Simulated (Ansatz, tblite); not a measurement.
**GeEtH3 (C₂H₈Ge): spin-state energies by level**

Aim: set other spin states of GeEtH3 (C₂H₈Ge) against its singlet, on many levels of theory.

Program: Ansatz 0.2.0, Gaussian basis. Level of theory: as each input shows. These are calculated values, not measurements.

Levels to be run: triplet, at the geometry of the singlet (GFN1-xTB, GFN2-xTB, PBE0-D4/def2-TZVP, PBE-D4/def2-TZVP, r2SCAN-D4/def2-TZVP); the singlet's energies come from earlier runs.

## (1) The structure

The geometry is that of the singlet, from an earlier relaxation (B3LYP-D4/def2-SVP).

11 atoms, charge 0, spin multiplicity 1.

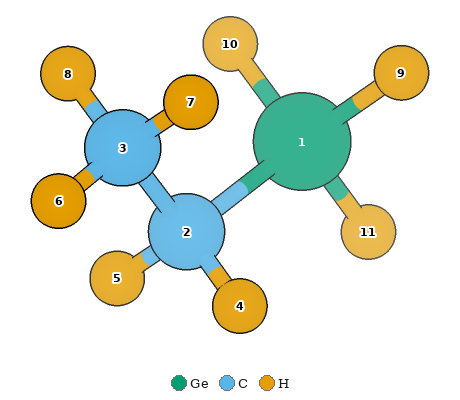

The geometry (germanium teal, carbon blue, hydrogen amber); atoms are numbered from 1 in the order of the file.

## (2) Triplet at the fixed geometry, GFN1-xTB

Tight binding, by tblite at 300 K electronic temperature and without a spin-polarisation term:

```python
tblite.interface.Calculator('GFN1-xTB', numbers, positions, charge=0, uhf=2).singlepoint()
```

Energy -270.7483 eV; 0.009 s.

## (3) Triplet at the fixed geometry, GFN2-xTB

Tight binding, by tblite at 300 K electronic temperature and without a spin-polarisation term:

```python
tblite.interface.Calculator('GFN2-xTB', numbers, positions, charge=0, uhf=2).singlepoint()
```

Energy -270.8102 eV; 0.013 s.

## (4) Triplet at the fixed geometry, PBE0-D4/def2-TZVP

in.yaml reads:

```yaml
crystal:
  periodic: [false, false, false]
  atoms:
    - {symbol: Ge, position_ang: [-0.312573, -0.430349, -1.429911]}
    - {symbol: C, position_ang: [-0.281665, -0.416675, 0.545033]}
    - {symbol: C, position_ang: [0.525429, 0.743539, 1.136476]}
    - {symbol: H, position_ang: [0.125701, -1.386186, 0.877608]}
    - {symbol: H, position_ang: [-1.328041, -0.383468, 0.892393]}
    - {symbol: H, position_ang: [0.515852, 0.723089, 2.239192]}
    - {symbol: H, position_ang: [1.580099, 0.707905, 0.816916]}
    - {symbol: H, position_ang: [0.122274, 1.720998, 0.823493]}
    - {symbol: H, position_ang: [1.132063, -0.465640, -1.979937]}
    - {symbol: H, position_ang: [-1.001417, 0.849042, -1.958392]}
    - {symbol: H, position_ang: [-1.077720, -1.662256, -1.962882]}
basis:
  gaussian: {orbitals: def2-TZVP}
magnetization: {spin_polarized: true, initial_magnetization: 2}
hamiltonian: {xc: pbe0, dispersion: d4}
scf: {omitted_lower_state_checks: [starts]}
output: {orbitals: {seedname: orbitals}}
```

Command:

```bash
$ ansatz run in.yaml --threads 4 --pin off --events-out ev --progress --plain --max-ram 3916MiB
```

The program printed:

```text
Functional definition: PBE0
  name "PBE0"
  cite "Adamo & Barone, J. Chem. Phys. 110, 6158 (1999) doi:10.1063/1.478522"
  cite "Perdew, Burke & Ernzerhof, Phys. Rev. Lett. 77, 3865 (1996) doi:10.1103/PhysRevLett.77.3865"
  parent pbe
  parameter a = 0.25
  parameter kappa = 0.804
  parameter beta = 0.06672455060314922
  exchange = (1 - a)*pbe_x(kappa = kappa, mu = beta*pi^2/3) + a*exact_x
  correlation = pbe_c(beta = beta)
these checks for a lower state are left out or cut short: starts
1113 factors; their error is unknown
mean field evaluation 1: about -58694.2827 eV, gradient 4.6e1 eV
mean field evaluation 2: about -58660.0529 eV, gradient 8.3e1 eV
mean field evaluation 4: about -58703.2993 eV, gradient 1.7e1 eV
mean field evaluation 8: about -58705.9568 eV, gradient 5.1e-1 eV
mean field evaluation 16: about -58706.2214 eV, gradient 8.2e-3 eV
mean field -58706.22145132 eV, -2157.4138458299 hartree, gradient 4.3e-5 eV, S^2 2.003804; 0 other end points of the search recorded, 0 dependent functions left out
reference -58706.22148928 eV, -2157.4138472248 hartree; 27, 25 occupied and 131, 133 virtual orbitals, 1113 factors
Total energy: -58706.36927355 eV, -2157.4192781967 hartree
Checks for a lower state left out: starts
```

Wall time 6.5 s (4 threads of Intel Xeon at 2.50GHz, shared host).

HOMO -1.45 eV, LUMO -6.68 eV (over both spins; with the spin held, an empty level of the minority spin lies below the top filled one); ⟨S²⟩ 2.004 (pure: 2.00).

## (5) Triplet at the fixed geometry, PBE-D4/def2-TZVP

start.molden holds the orbitals of an earlier run on this state, given as this run's starting guess.

Changes to in.yaml since step 4:

```diff
@@ -15,5 +15,5 @@
 basis:
-  gaussian: {orbitals: def2-TZVP}
+  gaussian: {orbitals: def2-TZVP, initial_orbitals: start.molden}
 magnetization: {spin_polarized: true, initial_magnetization: 2}
-hamiltonian: {xc: pbe0, dispersion: d4}
+hamiltonian: {xc: pbe, dispersion: d4}
 scf: {omitted_lower_state_checks: [starts]}
```

Launched as before.

The program printed:

```text
Functional definition: PBE
  name "PBE"
  cite "Perdew, Burke & Ernzerhof, Phys. Rev. Lett. 77, 3865 (1996) doi:10.1103/PhysRevLett.77.3865"
  parent pbe
  parameter kappa = 0.804
  parameter beta = 0.06672455060314922
  exchange = pbe_x(kappa = kappa, mu = beta*pi^2/3)
  correlation = pbe_c(beta = beta)
these checks for a lower state are left out or cut short: starts
1070 factors; their error is unknown
mean field evaluation 1: about -58704.3703 eV, gradient 7.0e0 eV
mean field evaluation 2: about -58704.4871 eV, gradient 1.8e-1 eV
mean field evaluation 4: about -58704.4607 eV, gradient 2.4e-2 eV
mean field evaluation 8: about -58704.4607 eV, gradient 2.3e-5 eV
mean field -58704.46074356 eV, -2157.3491410132 hartree, gradient 2.3e-5 eV, S^2 2.002462; 0 other end points of the search recorded, 0 dependent functions left out
reference -58704.46079370 eV, -2157.3491428557 hartree; 27, 25 occupied and 131, 133 virtual orbitals, 1070 factors
Total energy: -58704.63705353 eV, -2157.3556202850 hartree
Checks for a lower state left out: starts
```

Wall time 4.1 s (4 threads of Intel Xeon at 2.50GHz, shared host).

From the report: HOMO -0.93 eV, LUMO -7.65 eV (over both spins; with the spin held, an empty level of the minority spin lies below the top filled one); ⟨S²⟩ 2.002 (pure: 2.00).

## (6) Triplet at the fixed geometry, r2SCAN-D4/def2-TZVP

Changes to in.yaml since step 5:

```diff
@@ -17,3 +17,3 @@
 magnetization: {spin_polarized: true, initial_magnetization: 2}
-hamiltonian: {xc: pbe, dispersion: d4}
+hamiltonian: {xc: r2scan, dispersion: d4}
 scf: {omitted_lower_state_checks: [starts]}
```

The command is unchanged.

The program printed:

```text
Functional definition: r2SCAN
  name "r2SCAN"
  cite "Furness, Kaplan, Ning, Perdew & Sun, J. Phys. Chem. Lett. 11, 8208 (2020) doi:10.1021/acs.jpclett.0c02405"
  cite "Furness, Kaplan, Ning, Perdew & Sun, J. Phys. Chem. Lett. 11, 9248 (2020) doi:10.1021/acs.jpclett.0c03077"
  parent r2scan
  parameter k0 = 0.174
  parameter k1 = 0.065
  parameter a1 = 4.9479
  exchange = r2scan_x(k0 = k0, k1 = k1, a1 = a1)
  correlation = r2scan_c
these checks for a lower state are left out or cut short: starts
1070 factors; their error is unknown
mean field evaluation 1: about -58714.5552 eV, gradient 4.6e0 eV
mean field evaluation 2: about -58714.5991 eV, gradient 6.4e-2 eV
mean field evaluation 4: about -58714.5730 eV, gradient 1.2e-3 eV
mean field evaluation 8: about -58714.5730 eV, gradient 7.8e-5 eV
mean field -58714.57302139 eV, -2157.7207603692 hartree, gradient 2.2e-5 eV, S^2 2.005747; 0 other end points of the search recorded, 0 dependent functions left out
reference -58714.57303763 eV, -2157.7207609660 hartree; 27, 25 occupied and 131, 133 virtual orbitals, 1070 factors
Total energy: -58714.61616654 eV, -2157.7223459242 hartree
Checks for a lower state left out: starts
```

Wall time 7.5 s (4 threads of Intel Xeon at 2.50GHz, shared host).

HOMO -0.99 eV, LUMO -7.35 eV (over both spins; with the spin held, an empty level of the minority spin lies below the top filled one); ⟨S²⟩ 2.006 (pure: 2.00).

## (7) Triplet less singlet, vertical

The singlet's energies are those of its earlier runs, whose logs aren't repeated here.

```csv
level,"triplet less singlet, vertical (kcal/mol)",time
GFN1-xTB,+152.3,0.025 s
GFN2-xTB,+196.0,0.021 s
PBE-D4/def2-TZVP,+160.7,6.7 s
r2SCAN-D4/def2-TZVP,+164.9,11 s
PBE0-D4/def2-TZVP,+168.0,9.4 s
```

Times add the two runs; a level without a time comes out of a correlated run. Tight binding without a spin term can't rank spin states.

## (8) Summary of results

```
                                                quantity                                         value
triplet less singlet, vertical, functionals in def2-TZVP  +160.7 (PBE-D4) to +168.0 kcal/mol (PBE0-D4)
```

**Reading.** All functionals put the triplet above the singlet, over a spread of 7.3 kcal/mol. The checks for a lower triplet were left out, so another state of that spin may lie lower. These are electronic energies, without zero-point motion, entropy or surroundings.
